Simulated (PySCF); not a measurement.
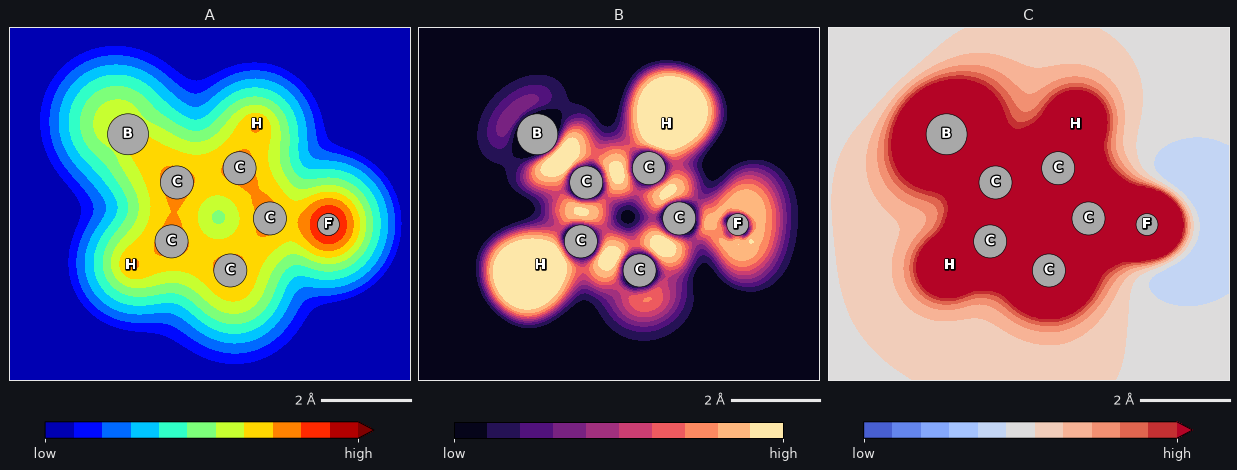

C5H5BF2: 3 fields on the plane of atoms F7, C6 and C8, with unlabelled colour scales. Grey discs cover the atomic cores.

Geometry: GFN2-xTB.

All numbers below come from PBE0/pcSseg-1, SCF density, gas phase, non-relativistic in PySCF 2.14.0.

**Match the panels to the quantities (electron density, electron localisation function and electrostatic potential).**

Panel A: electron density. Panel B: electron localisation function. Panel C: electrostatic potential (strongly positive close to the atoms, with negative regions outside electron-rich atoms). From the grid: C–C (1.34 Å): ρ at the midpoint is about 2.3 e/Å³; the ELF peaks at about 0.95 between the atoms (a short, multiple covalent bond). C–F (1.34 Å): ρ is about 2.3 e/Å³ halfway; the ELF peaks at about 0.85 between the atoms (a shared but strongly polarised pair).
